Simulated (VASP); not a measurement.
Band structure of Y$_{2}$In (space group P6_3/mmc). Computed with PBEsol GGA, VASP's PBE PAW potentials (set 64) (plane waves; VASP 6.6.1).

Unless said otherwise, spin-orbit coupling is left out, though it shifts the bands of the heavy elements here.

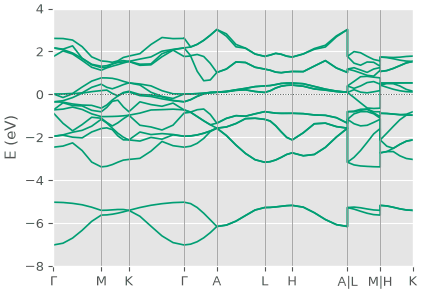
*Bands along high-symmetry lines, zero at the valence-band maximum or, without a gap, the Fermi level*

Q: Read the plot: is there a gap, and where are the band edges?

A: It has no gap at this level: it comes out as a metal or semimetal.

The structure comes from a measured Y2In entry of the Crystallography Open Database, whose conditions weren't checked. The cell was not relaxed at this level.
